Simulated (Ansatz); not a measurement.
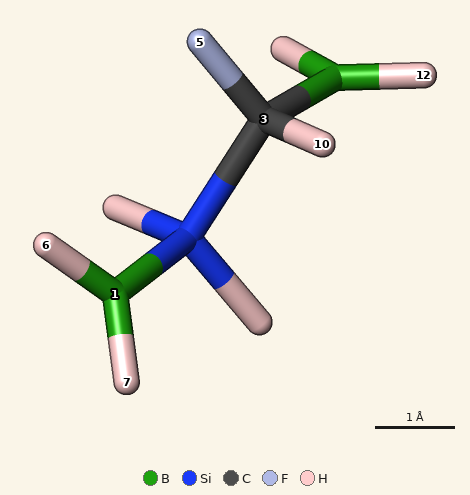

**Figure 1.** The input geometry (stick view, seen at a tilt; atoms are numbered from 1 in the order of the input). Bond lengths as drawn: B–C 1.66 Å, B–H 1.13 to 1.21 Å, B–Si 1.90 Å, C–F 1.35 Å, C–H 1.14 Å, C–Si 1.87 Å and H–Si 1.44 to 1.49 Å.

Geometry relaxation of CH7B2FSi (part 1 of 3)

CH7B2FSi, computed with RKS r2SCAN/def2-SVP (Ansatz 0.2.0).

The run did not end well. It belongs to a series of runs on one base structure; here: end point B relaxed.

## Input file
```yaml
crystal:
  periodic: [false, false, false]
  atoms:
    - { symbol: B, position_ang: [-1.5172, -0.0231, 1.7575] }
    - { symbol: Si, position_ang: [-0.2019, -0.6801, 0.5599] }
    - { symbol: C, position_ang: [1.33117, -1.20142, 1.50008] }
    - { symbol: B, position_ang: [2.4071, -1.8979, 0.45137] }
    - { symbol: F, position_ang: [1.89395, -0.14928, 2.14039] }
    - { symbol: H, position_ang: [-1.3366, 0.9811, 2.4166] }
    - { symbol: H, position_ang: [-2.6021, -0.4881, 1.7907] }
    - { symbol: H, position_ang: [0.1764, 0.32874, -0.3999] }
    - { symbol: H, position_ang: [-0.81656, -1.85072, -0.13782] }
    - { symbol: H, position_ang: [1.02201, -2.02246, 2.2294] }
    - { symbol: H, position_ang: [2.80918, -1.14501, -0.38315] }
    - { symbol: H, position_ang: [2.73371, -2.97359, 0.57457] }
basis:
  gaussian: { orbitals: def2-SVP }
hamiltonian:
  xc: r2scan
relax:
  f_tol: 0.015
  max_steps: 40
output:
  orbitals: {}
```

Run on 2 threads of Intel Xeon @ 2.90GHz (Ice Lake), 16 GiB of memory available, shared host.

Command:
```bash
ansatz run input.yaml --threads 2 --pin off --max-ram 3072MiB --backend cpu --events-out ev --progress --plain --runs-dir out
```

## Log
```
The last accepted step is kept in [file] (removed where the run ends without a failure and the disk answers)
Engine: ansatz 0.2.0, x86_64-unknown-linux-gnu
Functional definition: r2SCAN
  parameter k0 = 0.174
  parameter k1 = 0.065
  parameter a1 = 4.9479
  exchange = r2scan_x(k0 = k0, k1 = k1, a1 = a1)
  correlation = r2scan_c
1216 factors; their error is unknown
mean field evaluation 1: about -13082.1292 eV, gradient 3.1e1 eV
mean field evaluation 2: about -13081.5879 eV, gradient 3.6e1 eV
mean field evaluation 4: about -13085.0249 eV, gradient 1.5e0 eV
mean field evaluation 8: about -13085.0376 eV, gradient 6.6e-2 eV
mean field evaluation 16: about -13084.9680 eV, gradient 2.8e-5 eV
mean field -13084.96796268 eV, -480.8637033185 hartree, gradient 2.8e-5 eV, S^2 0.000000; 0 other end points of the search recorded, 0 dependent functions left out
the calculation of the forces begins
reference -13084.96797418 eV, -480.8637037414 hartree; 23, 23 occupied and 86, 86 virtual orbitals, 1216 factors
relax step   1: F+E_penalty+E_count = -13084.96796268 eV  Δ(F+E_penalty+E_count) = +0.000e0 eV  max|allowed force component| = 3.486e0 eV/Å  Δτ_max = 0.0000 Å  (27 SCF iters, accepted)
these checks for a lower state are left out or cut short: starts, cluster_reference, orbital_swaps, neighbouring_geometries, increment
1216 factors; their error is unknown
mean field -13085.43977554 eV, -480.8810421216 hartree, gradient 9.7e-6 eV, S^2 0.000000; 0 other end points of the search recorded, 0 dependent functions left out
[... from here on the field's lines of each further geometry are left out, up to the last ...]
relax step   2: F+E_penalty+E_count = -13085.43977554 eV  Δ(F+E_penalty+E_count) = -4.718e-1 eV  max|allowed force component| = 1.535e0 eV/Å  Δτ_max = 0.1934 Å  (29 SCF iters, accepted)
relax step   3: F+E_penalty+E_count = -13085.63248699 eV  Δ(F+E_penalty+E_count) = -1.927e-1 eV  max|allowed force component| = 8.871e-1 eV/Å  Δτ_max = 0.1930 Å  (30 SCF iters, accepted)
relax step   4: F+E_penalty+E_count = -13085.75777307 eV  Δ(F+E_penalty+E_count) = -1.253e-1 eV  max|allowed force component| = 5.712e-1 eV/Å  Δτ_max = 0.1999 Å  (29 SCF iters, accepted)
relax step   5: F+E_penalty+E_count = -13085.80694311 eV  Δ(F+E_penalty+E_count) = -4.917e-2 eV  max|allowed force component| = 4.658e-1 eV/Å  Δτ_max = 0.1945 Å  (28 SCF iters, accepted)
relax step   6: F+E_penalty+E_count = -13085.82545255 eV  Δ(F+E_penalty+E_count) = -1.851e-2 eV  max|allowed force component| = 2.606e-1 eV/Å  Δτ_max = 0.1232 Å  (29 SCF iters, accepted)
relax step   7: F+E_penalty+E_count = -13085.83736091 eV  Δ(F+E_penalty+E_count) = -1.191e-2 eV  max|allowed force component| = 1.267e-1 eV/Å  Δτ_max = 0.1251 Å  (29 SCF iters, accepted)
relax step   8: F+E_penalty+E_count = -13085.84443371 eV  Δ(F+E_penalty+E_count) = -7.073e-3 eV  max|allowed force component| = 8.526e-2 eV/Å  Δτ_max = 0.0589 Å  (29 SCF iters, accepted)
relax step   9: F+E_penalty+E_count = -13085.84992851 eV  Δ(F+E_penalty+E_count) = -5.495e-3 eV  max|allowed force component| = 2.701e-1 eV/Å  Δτ_max = 0.1818 Å  (28 SCF iters, accepted)
relax step  10: F+E_penalty+E_count = -13085.85307891 eV  Δ(F+E_penalty+E_count) = -3.150e-3 eV  max|allowed force component| = 2.368e-1 eV/Å  Δτ_max = 0.0345 Å  (30 SCF iters, accepted)
relax step  11: F+E_penalty+E_count = -13085.86298398 eV  Δ(F+E_penalty+E_count) = -9.905e-3 eV  max|allowed force component| = 1.862e-1 eV/Å  Δτ_max = 0.1311 Å  (29 SCF iters, accepted)
relax step  12: F+E_penalty+E_count = -13085.86629041 eV  Δ(F+E_penalty+E_count) = -3.306e-3 eV  max|allowed force component| = 1.600e-1 eV/Å  Δτ_max = 0.0635 Å  (30 SCF iters, accepted)
relax step  13: F+E_penalty+E_count = -13085.86891432 eV  Δ(F+E_penalty+E_count) = -2.624e-3 eV  max|allowed force component| = 1.717e-1 eV/Å  Δτ_max = 0.1202 Å  (28 SCF iters, accepted)
relax step  14: F+E_penalty+E_count = -13085.87049112 eV  Δ(F+E_penalty+E_count) = -1.577e-3 eV  max|allowed force component| = 1.269e-1 eV/Å  Δτ_max = 0.0110 Å  (31 SCF iters, accepted)
relax step  15: F+E_penalty+E_count = -13085.86919664 eV  Δ(F+E_penalty+E_count) = +1.294e-3 eV  max|allowed force component| = 1.199e-1 eV/Å  Δτ_max = 0.0531 Å  (30 SCF iters, rejected (line search))
relax step  16: F+E_penalty+E_count = -13085.87240888 eV  Δ(F+E_penalty+E_count) = -1.918e-3 eV  max|allowed force component| = 4.197e-2 eV/Å  Δτ_max = 0.0259 Å  (31 SCF iters, accepted)
relax step  17: F+E_penalty+E_count = -13085.87478413 eV  Δ(F+E_penalty+E_count) = -2.375e-3 eV  max|allowed force component| = 3.885e-2 eV/Å  Δτ_max = 0.1000 Å  (30 SCF iters, accepted)
relax step  18: F+E_penalty+E_count = -13085.87504926 eV  Δ(F+E_penalty+E_count) = -2.651e-4 eV  max|allowed force component| = 2.469e-1 eV/Å  Δτ_max = 0.1458 Å  (28 SCF iters, accepted)
relax step  19: F+E_penalty+E_count = -13085.87353721 eV  Δ(F+E_penalty+E_count) = +1.512e-3 eV  max|allowed force component| = 3.074e-1 eV/Å  Δτ_max = 0.0464 Å  (30 SCF iters, rejected (line search))
relax step  20: F+E_penalty+E_count = -13085.87791651 eV  Δ(F+E_penalty+E_count) = -2.867e-3 eV  max|allowed force component| = 1.441e-1 eV/Å  Δτ_max = 0.0232 Å  (31 SCF iters, accepted)
relax step  21: F+E_penalty+E_count = -13085.87933502 eV  Δ(F+E_penalty+E_count) = -1.419e-3 eV  max|allowed force component| = 8.653e-2 eV/Å  Δτ_max = 0.0999 Å  (29 SCF iters, accepted)
relax step  22: F+E_penalty+E_count = -13085.88143991 eV  Δ(F+E_penalty+E_count) = -2.105e-3 eV  max|allowed force component| = 3.924e-2 eV/Å  Δτ_max = 0.0414 Å  (30 SCF iters, accepted)
relax step  23: F+E_penalty+E_count = -13085.88290065 eV  Δ(F+E_penalty+E_count) = -1.461e-3 eV  max|allowed force component| = 1.695e-1 eV/Å  Δτ_max = 0.1138 Å  (29 SCF iters, accepted)
relax step  24: F+E_penalty+E_count = -13085.88428287 eV  Δ(F+E_penalty+E_count) = -1.382e-3 eV  max|allowed force component| = 6.733e-2 eV/Å  Δτ_max = 0.0098 Å  (32 SCF iters, accepted)
relax step  25: F+E_penalty+E_count = -13085.88478687 eV  Δ(F+E_penalty+E_count) = -5.040e-4 eV  max|allowed force component| = 7.481e-2 eV/Å  Δτ_max = 0.0655 Å  (30 SCF iters, accepted)
relax step  26: F+E_penalty+E_count = -13085.88585121 eV  Δ(F+E_penalty+E_count) = -1.064e-3 eV  max|allowed force component| = 2.128e-1 eV/Å  Δτ_max = 0.1223 Å  (30 SCF iters, accepted)
relax step  27: F+E_penalty+E_count = -13085.87605654 eV  Δ(F+E_penalty+E_count) = +9.795e-3 eV  max|allowed force component| = 5.401e-1 eV/Å  Δτ_max = 0.1958 Å  (28 SCF iters, rejected (line search))
relax step  28: F+E_penalty+E_count = -13085.89263897 eV  Δ(F+E_penalty+E_count) = -6.788e-3 eV  max|allowed force component| = 1.088e-1 eV/Å  Δτ_max = 0.0979 Å  (29 SCF iters, accepted)
relax step  29: F+E_penalty+E_count = -13085.89751603 eV  Δ(F+E_penalty+E_count) = -4.877e-3 eV  max|allowed force component| = 1.327e-1 eV/Å  Δτ_max = 0.0966 Å  (30 SCF iters, accepted)
relax step  30: F+E_penalty+E_count = -13085.90070911 eV  Δ(F+E_penalty+E_count) = -3.193e-3 eV  max|allowed force component| = 4.075e-1 eV/Å  Δτ_max = 0.1463 Å  (30 SCF iters, accepted)
relax step  31: F+E_penalty+E_count = -13085.90621298 eV  Δ(F+E_penalty+E_count) = -5.504e-3 eV  max|allowed force component| = 2.629e-1 eV/Å  Δτ_max = 0.0533 Å  (30 SCF iters, accepted)
relax step  32: F+E_penalty+E_count = -13085.92439525 eV  Δ(F+E_penalty+E_count) = -1.818e-2 eV  max|allowed force component| = 1.048e-1 eV/Å  Δτ_max = 0.1996 Å  (29 SCF iters, accepted)
relax step  33: F+E_penalty+E_count = -13085.93880758 eV  Δ(F+E_penalty+E_count) = -1.441e-2 eV  max|allowed force component| = 1.825e-1 eV/Å  Δτ_max = 0.1967 Å  (28 SCF iters, accepted)
relax step  34: F+E_penalty+E_count = -13085.93954096 eV  Δ(F+E_penalty+E_count) = -7.334e-4 eV  max|allowed force component| = 4.331e-1 eV/Å  Δτ_max = 0.1970 Å  (29 SCF iters, accepted)
relax step  35: F+E_penalty+E_count = -13085.94934220 eV  Δ(F+E_penalty+E_count) = -9.801e-3 eV  max|allowed force component| = 4.002e-1 eV/Å  Δτ_max = 0.0638 Å  (30 SCF iters, accepted)
relax step  36: F+E_penalty+E_count = -13085.96404997 eV  Δ(F+E_penalty+E_count) = -1.471e-2 eV  max|allowed force component| = 2.358e-1 eV/Å  Δτ_max = 0.0539 Å  (31 SCF iters, accepted)
relax step  37: F+E_penalty+E_count = -13085.98035545 eV  Δ(F+E_penalty+E_count) = -1.631e-2 eV  max|allowed force component| = 2.166e-1 eV/Å  Δτ_max = 0.0969 Å  (29 SCF iters, accepted)
relax step  38: F+E_penalty+E_count = -13085.99378683 eV  Δ(F+E_penalty+E_count) = -1.343e-2 eV  max|allowed force component| = 3.178e-1 eV/Å  Δτ_max = 0.1952 Å  (36 SCF iters, accepted)
the calculation of the forces begins
reference -13086.00933893 eV, -480.9019731899 hartree; 23, 23 occupied and 86, 86 virtual orbitals, 1216 factors
relax step  39: F+E_penalty+E_count = -13086.00932762 eV  Δ(F+E_penalty+E_count) = -1.554e-2 eV  max|allowed force component| = 1.064e-1 eV/Å  Δτ_max = 0.0701 Å  (31 SCF iters, accepted)
these checks for a lower state are left out or cut short: starts, cluster_reference, orbital_swaps, neighbouring_geometries, increment
1216 factors; their error is unknown
mean field evaluation 288: about -13086.0120 eV, gradient 4.9e-5 eV
mean field -13086.01198482 eV, -480.9020704247 hartree, gradient 7.0e-6 eV, S^2 0.000000; 0 other end points of the search recorded, 0 dependent functions left out
the calculation of the forces begins
reference -13086.01199615 eV, -480.9020708411 hartree; 23, 23 occupied and 86, 86 virtual orbitals, 1216 factors
relax step  40: F+E_penalty+E_count = -13086.01198482 eV  Δ(F+E_penalty+E_count) = -2.657e-3 eV  max|allowed force component| = 7.316e-2 eV/Å  Δτ_max = 0.0243 Å  (31 SCF iters, accepted)
```

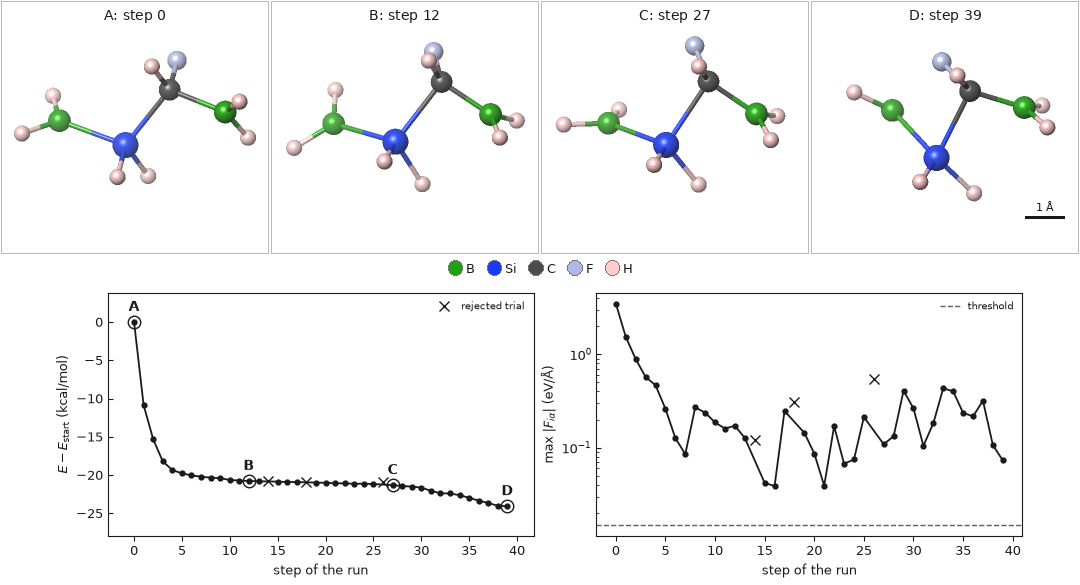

**Figure 2.** Frames of the relaxation (ball-and-stick view, seen at a tilt) above the curves, on which the letters mark them (the first geometry is step 0 here and step 1 in the log).

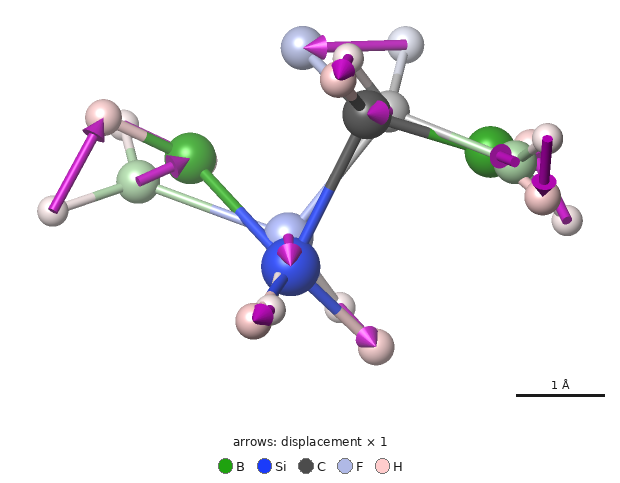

**Figure 3.** Start (faint) and end (solid) with the displacements as pink arrows, at true length (ball-and-stick view, seen at a tilt). The two geometries are laid on each other by the best rigid fit. The relaxation stopped without meeting its thresholds, so the last structure isn't shown to be converged. The largest move after the best rigid fit is that of F5, 1.26 Å. Largest moves by element: F 1.26 Å, H 1.25 Å, B 0.69 Å, Si 0.51 Å, C 0.46 Å. Distances before and after: C3–B4 1.656 → 1.503 Å, B1–Si2 1.896 → 2.026 Å, C3–F5 1.354 → 1.478 Å, Si2–C3 1.872 → 1.973 Å. Among the angles that change: B1–Si2–C3 110.3° → 79.3°, B1–Si2–H9 106.3° → 125.0°, B4–C3–H10 106.2° → 124.5°. After 39 geometry steps the energy has fallen by 24.1 kcal/mol. Largest force component: 3.5 eV/Å at the start, 0.073 eV/Å at the end. The line search rejected the trial steps at points 14, 18, 26 (counted from 0) and went back. (Atoms are counted from 1 in the order of the input.)
